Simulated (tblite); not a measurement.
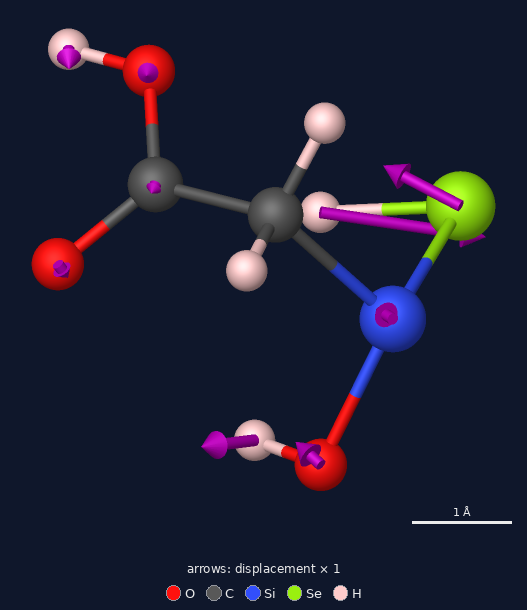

A relaxation of C₂H₅O₃SeSi (multiplicity 2). The starting structure is drawn; purple arrows show the displacements, at their true length. The two geometries are superimposed by the best rigid fit.

Style: ball-and-stick. Shown from a free direction.

All numbers below come from tblite, GFN2-xTB geometry optimisation, gas phase. 

### Atoms of which element are displaced furthest, and by how much?

Hydrogen: up to 1.73 Å, against 0.92 Å for selenium.

### What happened in the run?

The energy falls by 102.7 kJ/mol in 129 geometry steps. The atom that moves furthest after the best rigid fit is an H atom (1.73 Å). Largest moves by element: H 1.73 Å, Se 0.92 Å, O 0.39 Å, Si 0.34 Å, C 0.12 Å. Near-neighbour distances that change, for instance: H–Se 1.536 → 1.438 Å, O–Si 1.708 → 1.613 Å, C–Si 1.878 → 1.943 Å, C–O 1.275 → 1.211 Å. Among the angles between lasting bonds that change: Si–O–H 104.7° → 121.6°, C–O–H 121.9° → 110.8°, C–C–Si 110.2° → 99.1°. Groups turn about Se–Si by about 130°, O–Si by about 40°. The run took 0.87 s on 1 thread of Arm Neoverse V1, with other jobs on the host.
